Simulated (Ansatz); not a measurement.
# B3LYP/6-31G(d) (Cartesian functions) run of BBrF2 (SMILES FB(F)Br)

What is the electronic atomisation energy of BBrF2 at B3LYP/6-31G* (Cartesian functions)? 

The calculation is run with Ansatz 0.2.0.

45 further runs of the same task are left out: 3 that didn't finish, 42 set aside as unsound or not needed.

## 1. The structure to begin with

The species is BBrF2 (4 atoms), meant as a singlet with charge 0. As SMILES, `FB(F)Br`. Geometry: relaxed at PBE0-D4/def2-TZVP.

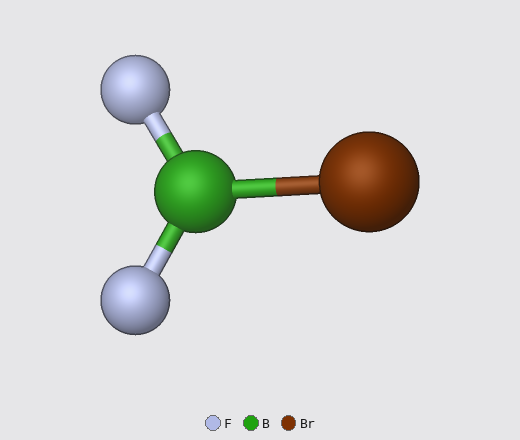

The structure, seen from a chosen angle (fluorine light blue, boron green, bromine brown).

## 2. A single-point energy at B3LYP/6-31G(d) (Cartesian functions)

Input file molecule.yaml:

```yaml
crystal:
  periodic: [false, false, false]
  atoms:
    - {symbol: F, position_ang: [-0.215650, -1.366490, -0.109870]}
    - {symbol: B, position_ang: [-0.127940, -0.063330, -0.022770]}
    - {symbol: F, position_ang: [-1.212420, 0.659630, -0.144250]}
    - {symbol: Br, position_ang: [1.556010, 0.770190, 0.276890]}
basis:
  gaussian:
    orbitals: "6-31G*"
hamiltonian:
  xc: {name: B3LYP}
accuracy: high
output:
  orbitals: {seedname: orbitals}
```

On the command line:

```bash
$ ansatz run molecule.yaml --threads 1 --pin off --max-ram 3480MiB --events-out events.jsonl --progress --plain --runs-dir runs
```

The log of the run:

```text
Warning: RAYON_NUM_THREADS=1 ignored (pool sized by the plan → 1); use --threads N
Functional definition: B3LYP
  name "B3LYP"
  parameter a0 = 0.2
  parameter ax = 0.72
  parameter ac = 0.81
  exchange = (1 - a0 - ax)*slater_x + ax*b88_x + a0*exact_x
  correlation = (1 - ac)*vwn_rpa_c + ac*lyp_c
1482 factors; integrals over basis functions are off by at most 4.7e-9 eV
mean field evaluation 1: about -76151.2014 eV, gradient 3.4e1 eV
mean field evaluation 2: about -76149.0770 eV, gradient 5.2e1 eV
mean field evaluation 4: about -76152.8826 eV, gradient 8.0e-1 eV
mean field evaluation 8: about -76152.9189 eV, gradient 3.2e-2 eV
mean field evaluation 16: about -76152.9189 eV, gradient 3.8e-7 eV
mean field -76152.91893065 eV, -2798.5681523989 hartree, gradient 7.7e-8 eV, S^2 0.000000; 0 other end points of the search recorded, 0 dependent functions left out
reference -76152.91895851 eV, -2798.5681534229 hartree; 29, 29 occupied and 51, 51 virtual orbitals, 1482 factors
Total energy: -76152.91895851 eV, -2798.5681534229 hartree
```

Wall time 5.1 s (1 thread of Arm Neoverse V1, shared host); peak memory 0.23 GiB.

## 3. The B atom

Input file molecule.yaml:

```yaml
crystal:
  periodic: [false, false, false]
  atoms:
    - {symbol: B, position_ang: [0.000000, 0.000000, 0.000000]}
basis:
  gaussian: {orbitals: "6-31G*"}
accuracy: high
hamiltonian: {xc: {name: B3LYP}}
magnetization: {spin_polarized: true, initial_magnetization: 1}
```

Run the same way, it converges to -24.65435 Eh (log not shown).

## 4. The Br atom at the same level

Input file in.yaml:

```yaml
basis:
  gaussian:
    orbitals: "6-31G*"
crystal:
  periodic: [false, false, false]
  atoms:
    - {symbol: Br, position_ang: [0.000000, 0.000000, 0.000000]}
total_charge: 0
magnetization:
  spin_polarized: true
  initial_magnetization: 1
hamiltonian:
  xc: {name: B3LYP}
accuracy: high
```

On the command line:

```bash
$ ansatz run in.yaml --threads 1 --pin off --max-ram 3480MiB --events-out events.jsonl --progress --plain --runs-dir runs
```

The log of the run:

```text
Warning: RAYON_NUM_THREADS=1 ignored (pool sized by the plan → 1); use --threads N
[... 7 set-up lines as earlier in the session ...]
312 factors; integrals over basis functions are off by at most 3.6e-9 eV
mean field evaluation 1: about -70037.6954 eV, gradient 3.8e0 eV
mean field evaluation 2: about -70037.7432 eV, gradient 1.4e0 eV
mean field evaluation 4: about -70037.7472 eV, gradient 2.4e-1 eV
mean field evaluation 8: about -70037.7473 eV, gradient 7.2e-4 eV
mean field evaluation 16: about -70037.7473 eV, gradient 9.8e-9 eV
mean field -70037.74730073 eV, -2573.8397400116 hartree, gradient 4.4e-9 eV, S^2 0.751467; 0 other end points of the search recorded, 0 dependent functions left out
reference -70037.74732262 eV, -2573.8397408161 hartree; 18, 17 occupied and 17, 18 virtual orbitals, 312 factors
Total energy: -70037.74732262 eV, -2573.8397408161 hartree
```

Wall time 1.8 s (1 thread of Arm Neoverse V1, shared host); peak memory 0.098 GiB.

## 5. The F atom

Input file input.yaml:

```yaml
basis:
  gaussian:
    orbitals: "6-31G*"
crystal:
  periodic: [false, false, false]
  atoms:
    - symbol: F
      position_ang: [0.000000, 0.000000, 0.000000]
magnetization:
  spin_polarized: true
  initial_magnetization: 1
hamiltonian:
  xc: {name: B3LYP}
accuracy: high
```

Run the same way, it converges to -99.71554 Eh (log not shown).

## 6. Summary of results

Level: B3LYP/6-31G* (Cartesian functions).

| quantity | value |
| --- | --- |
| molecule: total energy | -2798.56815 Eh |
| molecule: HOMO energy | -8.59 eV |
| molecule: LUMO energy | -0.23 eV |
| molecule: HOMO–LUMO gap | 8.35 eV |
| B atom: total energy | -24.65435 Eh |
| B atom: ⟨S²⟩ | 0.752 |
| Br atom: total energy | -2573.83974 Eh |
| Br atom: ⟨S²⟩ | 0.751 |
| F atom: total energy | -99.71554 Eh |
| F atom: ⟨S²⟩ | 0.751 |
| electronic atomisation energy | 17.497 eV |

**Reading.** Taking the molecule apart into free atoms costs 17.50 eV (403 kcal/mol), before zero-point energy and without spin-orbit coupling.
